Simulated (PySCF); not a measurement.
CuH3IN

Input

```
{"job": {"kind": "uv", "xc": "PBE0", "basis": "def2-SVPD", "ip": true, "nstates": 15}, "charge": 0, "multiplicity": 1}
Cu    -0.007371     0.005176    -1.097589
N      0.001565    -0.001832     0.859047
H     -0.412483     0.845747     1.250401
H      0.948206    -0.067554     1.236718
H     -0.522974    -0.789424     1.243213
I     -0.006953     0.007877    -3.491790
```

Run with:

```sh
OMP_NUM_THREADS=1 python probes_run.py task.json out
```

Geometry: PBE0-D3(BJ)/def2-SVP; core potentials replace the inner electrons of I.

Level of theory: PBE0/def2-SVPD, SCF density, gas phase, scalar-relativistic core potentials on the heavy atoms in PySCF.

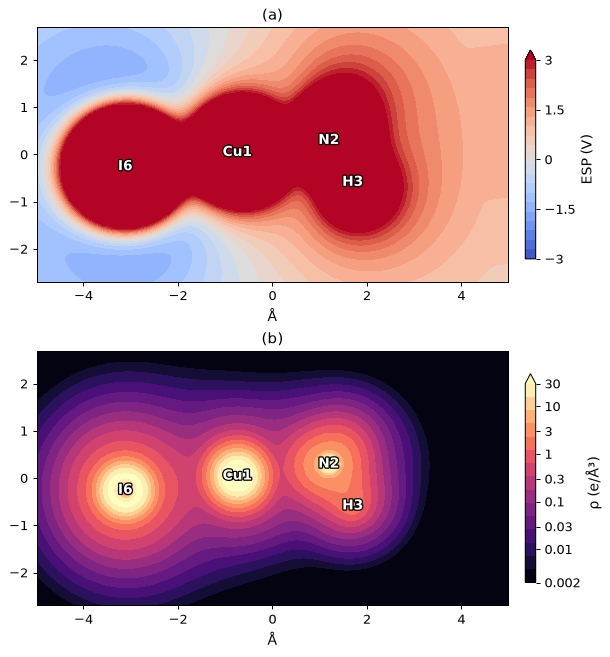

Figure 1. (a) electrostatic potential; (b) electron density on the plane of atoms Cu1, N2 and H3.

Q: Read the bonding off the picture.

A: The plane passes through Cu, N, H and I nuclei. Cu–N (1.96 Å): ρ at the midpoint is about 0.63 e/Å³. Cu–I (2.39 Å): the density is about 0.57 e/Å³ at the midpoint, with its minimum of 0.5 e/Å³ about 1.0 Å from Cu. N–H (1.02 Å): the density is about 2.8 e/Å³ at the midpoint. Outside the dense part of the molecule the potential is most negative (−1.5 V) near I6.

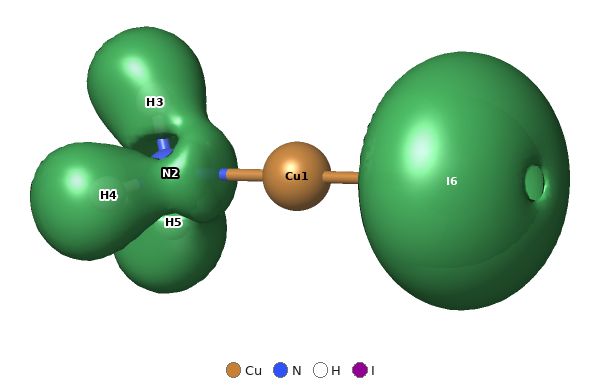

Figure 2. Isosurface of the ELF at 0.75 (green), seen at a tilt. Core shells and regions of very low density are left out.

Q: What do the ELF domains correspond to?

A: At this value the surface marks out one ring or bowl of non-bonding electrons around I and one joined region spread over several atoms (H, N), in which their bonds and any lone pairs are merged. Profiles from the grid: Cu–N (1.96 Å): the ELF peaks at about 0.95 in the valence shell of N, 0.7 Å from its nucleus, and is about 0.20 at the midpoint. Cu–I (2.39 Å): the ELF reaches about 0.60 near the midpoint.

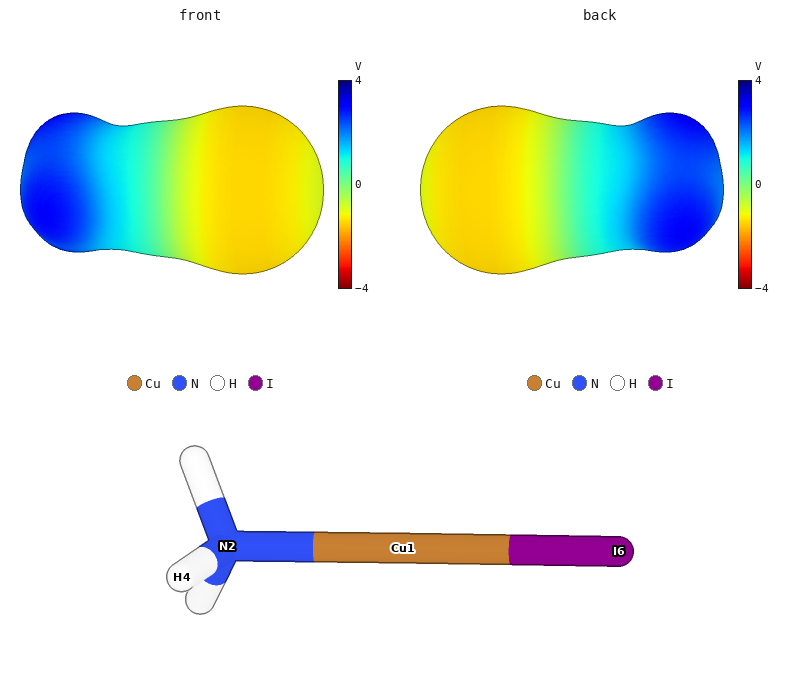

Figure 3. The molecular electrostatic potential painted on the density surface at 0.002 e/bohr³, seen from the front and from behind; red is negative and blue positive. The bare structure is drawn below in the same view.

Q: Where is the surface potential most negative and most positive?

A: The most negative region (about −1.5 V) lies over I6, the most positive (about +3.0 V) over H3, H4 and H5.

Q: How polar is the molecule by this calculation?

A: Its dipole moment is 9.18 D.
